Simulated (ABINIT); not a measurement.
# Quasiparticle gap of LiNbO3 (R3c) in ABINIT, part 2 of 3

How does a plane-wave GW calculation on LiNbO3 (R3c) run from the first input to the gap?

ABINIT 10.8.3; PBE and many-body steps on it, plane waves. Known limits of the many-body steps: not at the basis limit; no spin-orbit coupling.

So far. Step 2 (Ground state): The gap is indirect, with the least direct gap 0.011 eV higher.

**3. Bands along the symmetry lines**

Level of this step: DFT, PBE, plane waves, norm-conserving pseudopotentials (ABINIT).

The cheap functional maps the bands first; the places of the edges decide which points the dearer methods must see.

The input, run.abi:

```
acell 3*1.0 Angstrom
rprim 
  2.575800000019 1.487138823389 4.623000000000
  -2.575800000018 1.487138823389 4.623000000000
  0.000000000000 -2.974277646779 4.623000000000
ntypat 3
znucl 3 41 8
natom 10
typat 1 1 2 2 3 3 3 3 3 3
xred 
  0.281500000000 0.281500000000 0.281500000000
  0.781500000000 0.781500000000 0.781500000000
  0.000055000000 0.000055000000 0.000055000000
  0.500055000000 0.500055000000 0.500055000000
  0.112310000000 0.358360000000 0.719590000000
  0.719590000000 0.112310000000 0.358360000000
  0.358360000000 0.719590000000 0.112310000000
  0.219590000000 0.858360000000 0.612310000000
  0.858360000000 0.612310000000 0.219590000000
  0.612310000000 0.219590000000 0.858360000000
pp_dirpath "pseudos"
pseudos "Li.upf, Nb.upf, O.upf"
ecut 37
iscf -2
irdden 1
kptopt 0
nkpt 31
kpt 
  0.00000000 0.00000000 0.00000000
  -0.12500000 -0.12500000 -0.12500000
  -0.25000000 -0.25000000 -0.25000000
  -0.37500000 -0.37500000 -0.37500000
  -0.50000000 -0.50000000 -0.50000000
  -0.50000000 -0.43391329 -0.56608671
  -0.50000000 -0.36782657 -0.63217342
  -0.50000000 -0.30173986 -0.69826014
  -0.50000000 -0.23565315 -0.76434685
  -0.23565315 0.23565315 -0.50000000
  -0.17673986 0.17673986 -0.50000000
  -0.11782658 0.11782658 -0.50000000
  -0.05891329 0.05891329 -0.50000000
  0.00000000 0.00000000 -0.50000000
  0.00000000 0.00000000 -0.37500000
  0.00000000 0.00000000 -0.25000000
  0.00000000 0.00000000 -0.12500000
  0.00000000 0.00000000 0.00000000
  0.00000000 0.09195664 -0.09195664
  0.00000000 0.18391329 -0.18391329
  0.00000000 0.27586993 -0.27586993
  0.00000000 0.36782657 -0.36782657
  -0.36782657 0.00000000 -0.63217343
  -0.40086993 0.00000000 -0.59913007
  -0.43391329 0.00000000 -0.56608671
  -0.46695664 0.00000000 -0.53304336
  -0.50000000 0.00000000 -0.50000000
  -0.37500000 0.00000000 -0.37500000
  -0.25000000 0.00000000 -0.25000000
  -0.12500000 0.00000000 -0.12500000
  0.00000000 0.00000000 0.00000000
istwfk *1
nband 41
nbdbuf 2
tolwfr 1e-08
nstep 40
prtwf 0
prtvol 0
indata_prefix "in"
outdata_prefix "out"
tmpdata_prefix "tmp"
```

Started as:

```bash
$ OMP_NUM_THREADS=1 mpirun -n 32 abinit run.abi > log
```

Numbers of over 12 decimals in the logs are rounded to 6 here.

The log of the run:

```text
.Version 10.8.3 of ABINIT. v10.8.2 released Aug 2026.

 Symmetries : space group R3 c (#161); Bravais hR (rhombohedral)
[... echo of the input left out ...]
== DATASET  1 ==================================================================
-   mpi_nproc: 32, omp_nthreads: 1 (-1 if OMP is not activated)
-    --> not optimal distribution: autoparal keyword recommended in input file <--

--- !DatasetInfo
iteration_state: {dtset: 1, }
dimensions: {natom: 10, nkpt: 31, mband: 41, nsppol: 1, nspinor: 1, nspden: 1, mpw: 7739, }
cutoff_energies: {ecut:  37.0, pawecutdg:  -1.0, }
electrons: {nelect:   6.80000000E+01, charge:   0.00000000E+00, occopt:   1.00000000E+00, tsmear:   1.00000000E-02, }

 Real(R)+Recip(G) space primitive vectors, cartesian coordinates (Bohr,Bohr^-1):
 R(1)=  4.8675566  2.8102851  8.7362039  G(1)=  0.1027209  0.0593060  0.0381554
 R(2)= -4.8675566  2.8102851  8.7362039  G(2)= -0.1027209  0.0593060  0.0381554
 R(3)=  0.0000000 -5.6205702  8.7362039  G(3)=  0.0000000 -0.1186119  0.0381554
 Unit cell volume ucvol=  7.1702681E+02 bohr^3
 Angles (23,13,12)=  5.58832370E+01  5.58832370E+01  5.58832370E+01 degrees

 getcut: wavevector=  0.0000  0.0000  0.0000  ngfft=  60  60  60
         ecut(hartree)=     37.000   => boxcut(ratio)=   2.10943

--- Pseudopotential description ------------------------------------------------
- Li Generated using ONCVPSP code by D. R. Hamann
-  3.00000   3.00000  171031                  znucl, zion, pspdat
12 -101130 1 -1 1944                          pspcod,pspxc,lmax,lloc,mmax
     nproj     2     2     0
  pspatm : epsatm=    2.74360059
         --- l  ekb(1:nproj) -->
             0   -4.951544   -1.544797
             1   -2.250661   -0.474685
 pspatm: atomic psp has been read  and splines computed

- Nb Generated using ONCVPSP code by D. R. Hamann
- 41.00000  13.00000  171031                  znucl, zion, pspdat
12 -101130 2 -1 1680                          pspcod,pspxc,lmax,lloc,mmax
     nproj     2     2     2
  pspatm : epsatm=   15.70506314
         --- l  ekb(1:nproj) -->
             0   12.947070    1.341137
[...]
pspatm: atomic psp has been read  and splines computed

- O Generated using ONCVPSP code by D. R. Hamann
-  8.00000   6.00000  171031                  znucl, zion, pspdat
12 -101130 2 -1 936                           pspcod,pspxc,lmax,lloc,mmax
     nproj     2     2     1
  pspatm : epsatm=    6.19545534
         --- l  ekb(1:nproj) -->
[...]
2   -1.331955
 pspatm: atomic psp has been read  and splines computed

--------------------------------------------------------------------------------

================================================================================
 prteigrs : about to open file out_EIG
 Non-SCF case, kpt    1 (  0.00000  0.00000  0.00000), residuals and eigenvalues=
[...]
3.1460E-01  3.5543E-01  3.5543E-01  3.6172E-01  4.3407E-01

--- !ResultsGS
iteration_state: {dtset: 1, }
comment   : Summary of ground state results
lattice_vectors:
- [  4.8675566,   2.8102851,   8.7362039, ]
- [ -4.8675566,   2.8102851,   8.7362039, ]
- [  0.0000000,  -5.6205702,   8.7362039, ]
lattice_lengths: [  10.38807,   10.38807,   10.38807, ]
lattice_angles: [ 55.883,  55.883,  55.883, ] # degrees, (23, 13, 12)
lattice_volume:   7.1702681E+02
convergence: {deltae:  0.000E+00, res2:  0.000E+00, residm:  9.972E-09, diffor:  0.000E+00, }
etotal    :  -2.38672274E+02
entropy   :   0.00000000E+00
fermie    :   1.64720858E-01
cartesian_stress_tensor: null
pressure_GPa: null
xred      :
- [  2.8150E-01,   2.8150E-01,   2.8150E-01, Li]
- [  7.8150E-01,   7.8150E-01,   7.8150E-01, Li]
- [  5.5000E-05,   5.5000E-05,   5.5000E-05, Nb]
- [  5.0006E-01,   5.0005E-01,   5.0005E-01, Nb]
- [  1.1231E-01,   3.5836E-01,   7.1959E-01,  O]
- [  7.1959E-01,   1.1231E-01,   3.5836E-01,  O]
- [  3.5836E-01,   7.1959E-01,   1.1231E-01,  O]
- [  2.1959E-01,   8.5836E-01,   6.1231E-01,  O]
- [  8.5836E-01,   6.1231E-01,   2.1959E-01,  O]
- [  6.1231E-01,   2.1959E-01,   8.5836E-01,  O]
cartesian_forces: null
force_length_stats: {min: null, max: null, mean: null, }

 Integrated electronic density in atomic spheres:
 ------------------------------------------------
 Atom  Sphere_radius  Integrated_density
[...]
================================================================================

 ----iterations are completed or convergence reached----

 Mean square residual over all n,k,spin=   57.608E-10; max=  99.724E-10
 reduced coordinates (array xred) for   10 atoms
[...]
0.858360000000      0.612310000000      0.219590000000
       0.612310000000      0.219590000000      0.858360000000

 cartesian coordinates (angstrom) at end:
    1      2.8e-13    -2.8e-13     3.904123
    2      7.8e-13    -7.8e-13    10.838624
    3      0.000000    -0.000000     0.000762795
[...]
9      0.633776     1.533969     7.814072
   10      1.011568    -1.315850     7.814072
 length scales=  1.889726125908  1.889726125908  1.889726125908 bohr
              =  1.000000000000  1.000000000000  1.000000000000 angstroms
 prteigrs : about to open file out_EIG
 Eigenvalues (hartree) for nkpt=  31  k points:
 kpt#   1, nband= 41, wtk=  1.00000, kpt=  0.0000  0.0000  0.0000 (reduced coord)
[...]
kpt#   2, nband= 41, wtk=  1.00000, kpt= -0.1250 -0.1250 -0.1250 (reduced coord)
[...]
kpt#   3, nband= 41, wtk=  1.00000, kpt= -0.2500 -0.2500 -0.2500 (reduced coord)
[...]
kpt#  30, nband= 41, wtk=  1.00000, kpt= -0.1250  0.0000 -0.1250 (reduced coord)
[...]
0.44275
 kpt#  31, nband= 41, wtk=  1.00000, kpt=  0.0000  0.0000  0.0000 (reduced coord)
[...]
0.09047    0.12019    0.13192    0.13192    0.13914    0.13922    0.13922    0.14707
   0.16446    0.16446    0.29743    0.29743    0.31460    0.35543    0.35543    0.36172
   0.43407

== END DATASET(S) ==============================================================
================================================================================

 -outvars: echo values of variables after computation  --------
            nband          41
             nkpt          31
          spgroup         161
 [... the other variables as echoed above ...]

 Calculation completed.
```

Run time: 17 s. Hardware: 32 MPI ranks of Arm Neoverse V2, shared host; peak memory 2.6 GiB.

Numbers from this step:

```
gap                        : 3.585 eV
k of the valence top       : -0.125, -0.125, -0.125
k of the conduction bottom : -0.125, 0, -0.125
least direct gap           : 3.618 eV
```

The gap is 3.585 eV, −0.022 eV from the run before at this level.

The electronic bands at the labelled points (eV, zero at the top of the highest filled band):

```csv
point,band 31,band 32,band 33,band 34,band 35,band 36,band 37,band 38
Γ,-0.70,-0.48,-0.01,-0.01,3.61,3.61,4.08,5.19
T,-0.32,-0.32,-0.32,-0.32,4.66,4.66,4.86,4.86
H2,-0.58,-0.58,-0.26,-0.26,3.93,3.93,4.77,4.77
jump to H0,-0.58,-0.58,-0.26,-0.26,3.93,3.93,4.77,4.77
L,-0.30,-0.30,-0.22,-0.22,3.91,3.91,4.74,4.74
Γ,-0.70,-0.48,-0.01,-0.01,3.61,3.61,4.08,5.19
S0,-0.71,-0.50,-0.40,-0.11,3.59,4.11,4.70,4.78
jump to S2,-0.71,-0.50,-0.40,-0.11,3.59,4.11,4.70,4.78
F,-0.71,-0.65,-0.48,-0.19,3.70,4.18,4.63,4.68
Γ,-0.70,-0.48,-0.01,-0.01,3.61,3.61,4.08,5.19
```

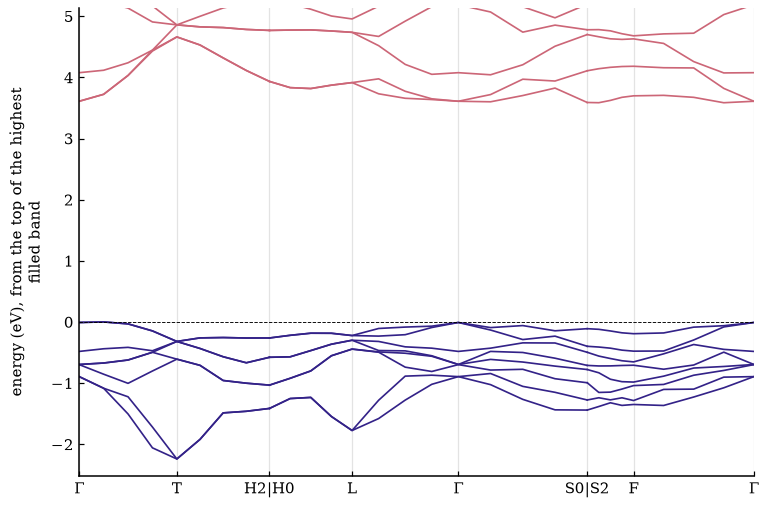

Electronic bands along the path; lines of filled and empty bands in two colours.

**4. Empty states on the mesh, 4×4×4 mesh, 255 bands**

The sums over transitions need many empty states on a uniform mesh; this step solves for them.

The input, run.abi:

```
acell 3*1.0 Angstrom
rprim 
  2.575800000019 1.487138823389 4.623000000000
  -2.575800000018 1.487138823389 4.623000000000
  0.000000000000 -2.974277646779 4.623000000000
ntypat 3
znucl 3 41 8
natom 10
typat 1 1 2 2 3 3 3 3 3 3
xred 
  0.281500000000 0.281500000000 0.281500000000
  0.781500000000 0.781500000000 0.781500000000
  0.000055000000 0.000055000000 0.000055000000
  0.500055000000 0.500055000000 0.500055000000
  0.112310000000 0.358360000000 0.719590000000
  0.719590000000 0.112310000000 0.358360000000
  0.358360000000 0.719590000000 0.112310000000
  0.219590000000 0.858360000000 0.612310000000
  0.858360000000 0.612310000000 0.219590000000
  0.612310000000 0.219590000000 0.858360000000
pp_dirpath "pseudos"
pseudos "Li.upf, Nb.upf, O.upf"
ecut 37
ngkpt 4 4 4
nshiftk 1
shiftk 0 0 0
kptopt 1
chksymbreak 0
iscf -2
irdden 1
istwfk *1
nband 255
nbdbuf 22
tolwfr 1e-09
nstep 60
prtvol 0
indata_prefix "in"
outdata_prefix "out"
tmpdata_prefix "tmp"
```

The log of the run:

```text
.Version 10.8.3 of ABINIT. v10.8.2 released Aug 2026.

 Symmetries : space group R3 c (#161); Bravais hR (rhombohedral)
[... echo of the input left out ...]
== DATASET  1 ==================================================================
-   mpi_nproc: 32, omp_nthreads: 1 (-1 if OMP is not activated)
-    --> not optimal distribution: autoparal keyword recommended in input file <--

--- !DatasetInfo
iteration_state: {dtset: 1, }
dimensions: {natom: 10, nkpt: 13, mband: 255, nsppol: 1, nspinor: 1, nspden: 1, mpw: 7739, }
cutoff_energies: {ecut:  37.0, pawecutdg:  -1.0, }
electrons: {nelect:   6.80000000E+01, charge:   0.00000000E+00, occopt:   1.00000000E+00, tsmear:   1.00000000E-02, }

 Real(R)+Recip(G) space primitive vectors, cartesian coordinates (Bohr,Bohr^-1):
 R(1)=  4.8675566  2.8102851  8.7362039  G(1)=  0.1027209  0.0593060  0.0381554
 R(2)= -4.8675566  2.8102851  8.7362039  G(2)= -0.1027209  0.0593060  0.0381554
 R(3)=  0.0000000 -5.6205702  8.7362039  G(3)=  0.0000000 -0.1186119  0.0381554
 Unit cell volume ucvol=  7.1702681E+02 bohr^3
 Angles (23,13,12)=  5.58832370E+01  5.58832370E+01  5.58832370E+01 degrees

 getcut: wavevector=  0.0000  0.0000  0.0000  ngfft=  60  60  60
         ecut(hartree)=     37.000   => boxcut(ratio)=   2.10943

--- Pseudopotential description ------------------------------------------------
- Li Generated using ONCVPSP code by D. R. Hamann
-  3.00000   3.00000  171031                  znucl, zion, pspdat
12 -101130 1 -1 1944                          pspcod,pspxc,lmax,lloc,mmax
     nproj     2     2     0
  pspatm : epsatm=    2.74360059
         --- l  ekb(1:nproj) -->
             0   -4.951544   -1.544797
             1   -2.250661   -0.474685
 pspatm: atomic psp has been read  and splines computed

- Nb Generated using ONCVPSP code by D. R. Hamann
- 41.00000  13.00000  171031                  znucl, zion, pspdat
12 -101130 2 -1 1680                          pspcod,pspxc,lmax,lloc,mmax
     nproj     2     2     2
  pspatm : epsatm=   15.70506314
         --- l  ekb(1:nproj) -->
             0   12.947070    1.341137
[...]
pspatm: atomic psp has been read  and splines computed

- O Generated using ONCVPSP code by D. R. Hamann
-  8.00000   6.00000  171031                  znucl, zion, pspdat
12 -101130 2 -1 936                           pspcod,pspxc,lmax,lloc,mmax
     nproj     2     2     1
  pspatm : epsatm=    6.19545534
         --- l  ekb(1:nproj) -->
[...]
2   -1.331955
 pspatm: atomic psp has been read  and splines computed

--------------------------------------------------------------------------------

================================================================================
 prteigrs : about to open file out_EIG
 Non-SCF case, kpt    1 (  0.00000  0.00000  0.00000), residuals and eigenvalues=
[...]
-9.5151E-01 -9.4868E-01 -9.4868E-01 -9.4465E-01 -4.5643E-01 -4.3193E-01
 -4.3193E-01 -3.9871E-01 -3.9077E-01 -3.9077E-01  2.1447E-03  2.1447E-03
[...]
3.2186E+00  3.2251E+00  3.2355E+00  3.2355E+00  3.2606E+00  3.2614E+00
  3.2614E+00  3.2735E+00  3.2950E+00  3.3105E+00  3.3234E+00  3.3240E+00
[...]
prteigrs : prtvol=0 or 1, do not print more k-points.

--- !ResultsGS
iteration_state: {dtset: 1, }
comment   : Summary of ground state results
lattice_vectors:
- [  4.8675566,   2.8102851,   8.7362039, ]
- [ -4.8675566,   2.8102851,   8.7362039, ]
- [  0.0000000,  -5.6205702,   8.7362039, ]
lattice_lengths: [  10.38807,   10.38807,   10.38807, ]
lattice_angles: [ 55.883,  55.883,  55.883, ] # degrees, (23, 13, 12)
lattice_volume:   7.1702681E+02
convergence: {deltae:  0.000E+00, res2:  0.000E+00, residm:  9.986E-10, diffor:  0.000E+00, }
etotal    :  -2.38672274E+02
entropy   :   0.00000000E+00
fermie    :   1.64720858E-01
cartesian_stress_tensor: null
pressure_GPa: null
xred      :
- [  2.8150E-01,   2.8150E-01,   2.8150E-01, Li]
- [  7.8150E-01,   7.8150E-01,   7.8150E-01, Li]
- [  5.5000E-05,   5.5000E-05,   5.5000E-05, Nb]
- [  5.0006E-01,   5.0005E-01,   5.0005E-01, Nb]
- [  1.1231E-01,   3.5836E-01,   7.1959E-01,  O]
- [  7.1959E-01,   1.1231E-01,   3.5836E-01,  O]
- [  3.5836E-01,   7.1959E-01,   1.1231E-01,  O]
- [  2.1959E-01,   8.5836E-01,   6.1231E-01,  O]
- [  8.5836E-01,   6.1231E-01,   2.1959E-01,  O]
- [  6.1231E-01,   2.1959E-01,   8.5836E-01,  O]
cartesian_forces: null
force_length_stats: {min: null, max: null, mean: null, }

 Integrated electronic density in atomic spheres:
 ------------------------------------------------
 Atom  Sphere_radius  Integrated_density
[...]
================================================================================

 ----iterations are completed or convergence reached----

 Mean square residual over all n,k,spin=   36.906E-11; max=  99.856E-11
 reduced coordinates (array xred) for   10 atoms
[...]
0.858360000000      0.612310000000      0.219590000000
       0.612310000000      0.219590000000      0.858360000000

 cartesian coordinates (angstrom) at end:
    1      2.8e-13    -2.8e-13     3.904123
    2      7.8e-13    -7.8e-13    10.838624
    3      0.000000    -0.000000     0.000762795
[...]
9      0.633776     1.533969     7.814072
   10      1.011568    -1.315850     7.814072
 length scales=  1.889726125908  1.889726125908  1.889726125908 bohr
              =  1.000000000000  1.000000000000  1.000000000000 angstroms
 prteigrs : about to open file out_EIG
 Eigenvalues (hartree) for nkpt=  13  k points:
 kpt#   1, nband=255, wtk=  0.01563, kpt=  0.0000  0.0000  0.0000 (reduced coord)
[...]
3.13400    3.15562    3.15562    3.16147    3.18021    3.18021    3.20292    3.21860
   3.21860    3.22509    3.23551    3.23551    3.26064    3.26138    3.26138    3.27350
   3.29498    3.31046    3.32343    3.32403    3.34632    3.35789    3.36525
 prteigrs : prtvol=0 or 1, do not print more k-points.

== END DATASET(S) ==============================================================
================================================================================

 -outvars: echo values of variables after computation  --------
            nband         255
             nkpt          13
          spgroup         161
 [... the other variables as echoed above ...]

 Calculation completed.
```

Elapsed: 2.4 min, on 32 MPI ranks; peak memory 3.1 GiB; 61 min of CPU time.

This step gave:

| Quantity | Value |
| --- | --- |
| gap | 3.616 eV |
| k of the valence top | 0, 0, 0 |
| k of the conduction bottom | 0.5, 0.25, 0 |
| least direct gap | 3.618 eV |
| k points computed | 13 |
| lowest point of the top converged band, above the valence top | 79.8480 eV |

On this mesh the gap is 3.616 eV.

**5. Screening, 4×4×4 mesh, 233 bands, screening to 130.6 eV**

The RPA dielectric matrix is built and inverted for each q.

This step: RPA screening on PBE, plane waves, norm-conserving pseudopotentials.

run.abi, as its differences from that of step 4:

```diff
@@ -28,10 +28,11 @@
 chksymbreak 0
-iscf -2
-irdden 1
 istwfk *1
-nband 255
-nbdbuf 22
-tolwfr 1e-09
-nstep 60
-prtvol 0
+occopt 1
+irdwfk 1
+optdriver 3
+nband 233
+ecuteps 4.8
+inclvkb 2
+awtr 1
+symchi 1
 indata_prefix "in"
```

The log of the run:

```text
.Version 10.8.3 of ABINIT. v10.8.2 released Aug 2026.

 Symmetries : space group R3 c (#161); Bravais hR (rhombohedral)
[... echo of the input left out ...]
== DATASET  1 ==================================================================
-   mpi_nproc: 32, omp_nthreads: 1 (-1 if OMP is not activated)

--- !DatasetInfo
iteration_state: {dtset: 1, }
dimensions: {natom: 10, nkpt: 13, mband: 233, nsppol: 1, nspinor: 1, nspden: 1, mpw: 7739, }
cutoff_energies: {ecut:  37.0, pawecutdg:  -1.0, }
electrons: {nelect:   6.80000000E+01, charge:   0.00000000E+00, occopt:   1.00000000E+00, tsmear:   1.00000000E-02, }

 SCREENING: Calculation of the susceptibility and dielectric matrices

 Based on a program developped by R.W. Godby, V. Olevano, G. Onida, and L. Reining.
 Incorporated in ABINIT by V. Olevano, G.-M. Rignanese, and M. Torrent.
.Using double precision arithmetic ; gwpc =  8

[... cell and pseudopotentials left out ...]
--------------------------------------------------------------------------------

 ==== K-mesh for the wavefunctions ====
 Number of points in the irreducible wedge :    13
[... list of points left out ...]
 Together with  6 symmetry operations and time-reversal symmetry
 yields    64 points in the full Brillouin Zone.

 ==== Q-mesh for the screening function ====
 Number of points in the irreducible wedge :    13
[... list of points left out ...]
 Together with  6 symmetry operations and time-reversal symmetry
 yields    64 points in the full Brillouin Zone.

 setmesh: FFT mesh size selected  =    40x   40x   40
          total number of points  =        64000

 vcoul_init : cutoff-mode = AUXILIARY_FUNCTION
 q-points for optical limit:   1
     1)      0.000010    0.000020    0.000030

- screening: taking advantage of time-reversal symmetry
- Maximum band index for partially occupied states nbvw = 34
- Remaining bands to be divided among processors   nbcw = 199
- Number of bands treated by each node ~6

 Number of electrons calculated from density =   68.0000; Expected =   68.0000
 average of density, n =  0.094836
 r_s =    1.3603
 omega_plasma =   29.7059 [eV]

 calculating chi0 at frequencies [eV] :
  1    0.000000E+00    0.000000E+00
  2    0.000000E+00    2.970588E+01

--------------------------------------------------------------------------------
  q-point number  1        q = ( 0.000000, 0.000000, 0.000000) [r.l.u.]
--------------------------------------------------------------------------------
[... chi0 elements left out ...]
 For q-point:  0.000010 0.000020 0.000030
  dielectric constant =   5.0252
  dielectric constant without local fields =   5.6246

  Average fulfillment of the sum rule on Im[epsilon] for q-point    1 :     71.00  [%]
[... wings left out ...]
  q-point number  2        q = ( 0.250000, 0.000000, 0.000000) [r.l.u.]
--------------------------------------------------------------------------------
[... chi0 elements left out ...]
  Average fulfillment of the sum rule on Im[epsilon] for q-point    2 :     78.60  [%]

 [... 11 further q-points ...]
```

It took 4.9 min on 32 MPI ranks; peak memory 23 GiB.

Numbers from this step:

```
ε∞ with local fields, on this mesh, along the program's q direction : 5.025
the same without local fields                                       : 5.625
plasma frequency                                                    : 29.71 eV
plane waves in the screening matrix                                 : 339
```

Local fields lower ε∞ by 11 %.

(Part 2 of 3 ends here.)

[Paths, hosts, dates, memory and timing lines, banners, echoed tables and standing remarks are left out of the program output.]

[Logs are printed without paths, hosts, clocks, repeated set-up lines and the standing remarks that a program may print on its own settings, such as how far it seeks lower states.]

[Runs of the session that timed out or met a known fault of the program may be left out.]

[Hosts, paths, dates, database ids (printed as entryN), source tags and the programs' standing remarks are cut or masked in the printed files.]

[G0W0 gaps are taken among the corrected bands and points alone; a level outside them can change the order at an edge.]

[Where Ansatz stands beside ABINIT at settings called matched, ABINIT's density can come from a denser mesh and the files from another edition; pairs whose starting gaps differed by over 0.03 eV were left out, so agreement reads better than it is.]
